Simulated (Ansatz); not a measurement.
Base system: Ge in the diamond structure (space group Fd-3m, No. 227; a = 5.676 Å). Axes: x, y, z lie along the cube axes.

Structures relaxed with Ansatz (a quantum-chemistry and plane-wave program) PBEsol, no SOC.

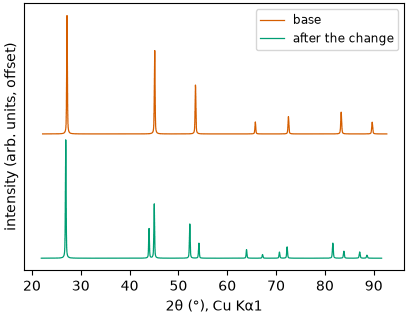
Fig. 1. Simulated powder patterns before (top) and after one change

**Question.** Which change produced these results?
(A) biaxial strain −2.00 %, plane normal [001], relaxed out of plane
(B) biaxial strain −1.00 %, plane normal [001], relaxed out of plane
(C) biaxial strain +1.50 %, plane normal [001], relaxed out of plane
(D) biaxial strain +2.50 %, plane normal [001], relaxed out of plane

**Answer.** D, biaxial strain +2.50 %, plane normal [001], relaxed out of plane. Its volume per atom is 23.55 Å³ against 22.86 Å³, and its space group is I4_1/amd (No. 141).

Whether these cells are dynamically stable was not tested.
